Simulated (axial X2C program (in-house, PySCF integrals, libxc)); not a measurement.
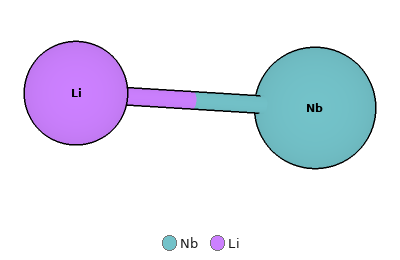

*The molecule at the reference distance of 2.906 Å.*

**Relativistic diatomic calculation, with input and output: NbLi⁺**

NbLi⁺, single determinant with Ω = 5/2 (not the lowest found). Computed at this level: PBE0, two-component X2C with atomic mean-field Coulomb and Gaunt terms, Nb dyall-cv3z, Li dyall-cv3z (cores contracted) (axial X2C program (in-house, PySCF integrals, libxc)).

### Results in brief

- outcome: converged
- bond length rₑ: 2.986 Å
- ωₑ: 227.9 cm⁻¹
- energy at the minimum: −3824.88249 hartree
- depth below the fragments: 0.95 eV
- hardware: 1 thread of Intel Xeon (Granite Rapids), 360 GiB of memory available, shared host
- wall time: 7.3 s

### Notes

Caveats: 9 of the 10 points asked for were kept.

### Input
```
{"zs": [41, 3], "q": 1, "bas": ["dyall-cv3z", "dyall-cv3z"], "levels": ["PBE0", "HF", "r2SCAN"], "cc": true, "r0": 2.8, "thr": -2.0, "nmax": 90, "npts": 10, "nst": 2, "ntry": 6}
```

The line is the task of a batch: nuclear charges, charge, bases, the levels to run, a first guess of the distance and further settings. This report covers PBE0 with spin-orbit coupling. The log is that of the reference distance 2.906 Å, started from orbitals converged before.

The run was one of a batch that the task file lists, launched with:
```bash
python <driver script> task.json out
```

### Log
```
two-component X2C + atomic mean field  PBE0
basis functions 195  fitting functions 888  grid points 5086
iter        total energy     max residual
   1      -3824.882338009     9.55e-06
   2      -3824.882338017     5.84e-06
   3      -3824.882338020     3.76e-06
   4      -3824.882338022     1.43e-06
   5      -3824.882338022     8.22e-07
converged
one-electron -5314.66803429  Coulomb 1590.46343761  exact exchange -29.87317015  xc functional -91.45899755  nuclear repulsion 22.39807190  atomic mean-field constant -1.74364555
```

### The points of the curve

| R (Å) | E (hartree) | dipole (D; origin at the first atom, positive when the second is positive) | highest filled (eV) | lowest empty (eV) |
| --- | --- | --- | --- | --- |
| 2.528 | −3824.875384 | 5.98 | −9.59 | −7.32 |
| 2.644 | −3824.878941 | 6.45 | −9.48 | −7.19 |
| 2.732 | −3824.880672 | 6.81 | −9.40 | −7.10 |
| 2.819 | −3824.881760 | 7.18 | −9.33 | −7.01 |
| 2.906 | −3824.882338 | 7.55 | −9.26 | −6.93 |
| 3.008 | −3824.882479 | 7.99 | −9.18 | −6.84 |
| 3.109 | −3824.882177 | 8.43 | −9.11 | −6.77 |
| 3.240 | −3824.881302 | 9.01 | −9.02 | −6.68 |
| 3.400 | −3824.879704 | 9.72 | −8.92 | −6.58 |

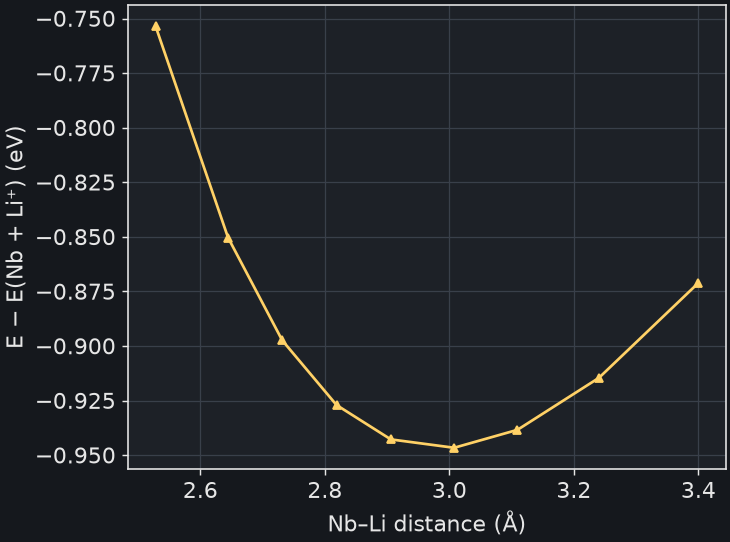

*Energy at 9 bond lengths, for one set of occupations held fixed; the line joins the points.*

A polynomial of degree 6 through 8 points gives rₑ = 2.986 Å, ωₑ = 227.9 cm⁻¹, ωₑxₑ = 2.8 cm⁻¹ and Bₑ = 0.2899 cm⁻¹. The minimum lies 0.95 eV below Nb + Li⁺, each computed as one determinant at the same level.

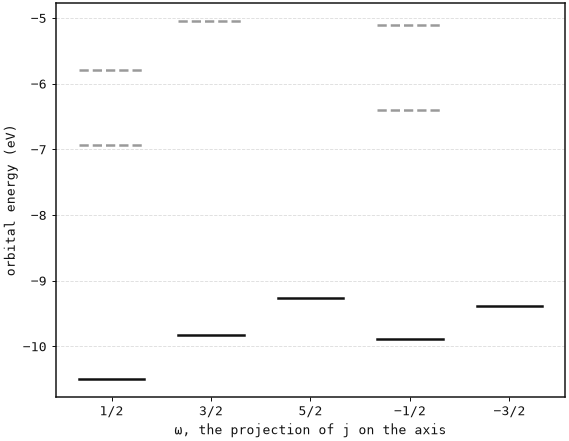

*Orbital energies near the frontier at 2.91 Å, filled (solid) and empty (dashed).*

The highest filled spinor (5/2; 100 % Nb d) lies at −9.26 eV, the lowest empty one (1/2; 68 % Nb d, 24 % Nb s) at −6.93 eV.
